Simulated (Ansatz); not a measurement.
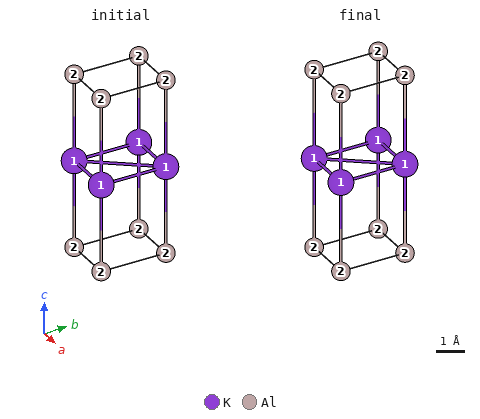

The structure of crystalline KAl (a generated structure, set up in P6/mmm) before (left) and after (right) a relaxation, at one scale.

Style: ball-and-stick. Shown: the cell of the calculation, slightly off an axis.

The calculation used DFT PBE, scalar-relativistic, plane waves, PAW in Ansatz. Settings: plane-wave cutoff 420 eV; k-point mesh 18 × 18 × 10; occupations gaussian; smearing width 0.1 eV; no spin polarisation; cell and atoms relaxed; force threshold 0.01 eV/Å; at most 80 steps.

Summarise the run.

The atoms keep their places relative to the cell (all moves are under 0.005 Å). Cell: a = b 3.411 → 3.379 Å (−1.0 %), c 6.498 → 6.675 Å (+2.7 %). Volume +0.8 %. Some distances before and after: K1–Al2 3.249 → 3.337 Å, K1–K1 3.411 → 3.379 Å. The space group stays P6/mmm (No. 191). After 3 accepted moves (4 points after the start) the energy has fallen by 12.2 meV per cell of the calculation. All forces vanish by symmetry, so only the cell relaxes. Pressure: 0.34 GPa at the start and −0.01 GPa at the end. The SCF was repeated once at an unchanged geometry on a basis and grid sized afresh for the cell, which shifted the energy by 0.1 meV per cell of the calculation at most. Cost: 18 s on 1 thread of Intel(R) Xeon(R) 6975P-C (Granite Rapids), on a shared host, peak memory 0.49 GiB.
